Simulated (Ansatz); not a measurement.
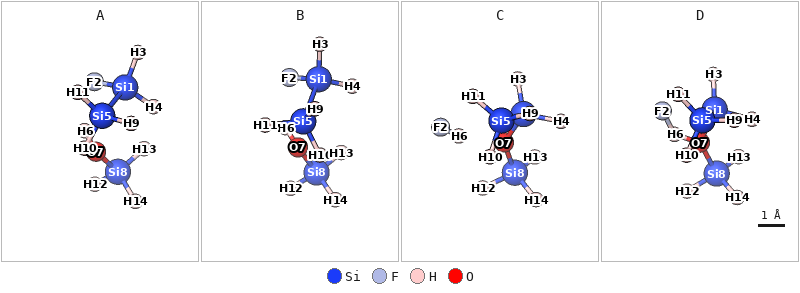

4 geometries from a converged minimum-energy path of Si$_{3}$H$_{9}$OF, shuffled. The picture is a ball-and-stick view, seen from a free direction.

The calculation used RHF/def2-SVP in Ansatz. Set-up: 9 movable images; climbing image; force threshold 0.05 eV/Å; iteration limit 60; starting path through a guess of the saddle point.

Question: Which frame is the top of the path?

Answer: D. In order along the path, whose images run from 0 to 10: B (image 1, +0.02 eV), A (image 3, +0.06 eV), D (image 5, +1.65 eV), C (image 7, +0.18 eV). Breaking: H6–O7 (0.95 → 1.06 at the top → 1.80 Å), Si1–F2 (1.63 → 2.03 at the top → 3.52 Å). Forming: F2–H6 (2.09 → 1.29 at the top → 0.91 Å), Si1–O7 (3.20 → 1.83 at the top → 1.68 Å).

The run took 8.9 min on 2 threads of Arm Neoverse V1, on a shared host, peak memory 0.31 GiB.
